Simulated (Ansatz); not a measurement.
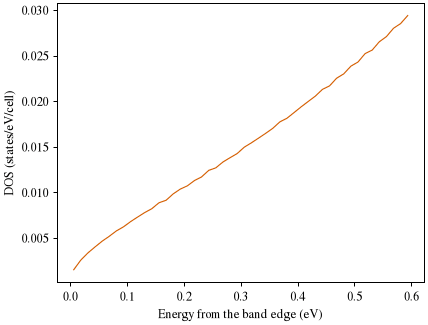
Fig. 1. Density of states of ZnS (F-43m) above the conduction band minimum, Ansatz (a quantum-chemistry and plane-wave program) with PBEsol with spin-orbit coupling, rigid bands; cell volume 38.4 Å³.

Problem. What effective density of states at 300 K does this give (∫ g(E) exp(−E/k_BT) dE, both spins, divided by the cell's size)?

Solution. 1.9e18 cm⁻³, a density-of-states mass of 0.178 mₑ, valleys and band degeneracy included.

Geometry: cell and atoms relaxed with PBEsol.
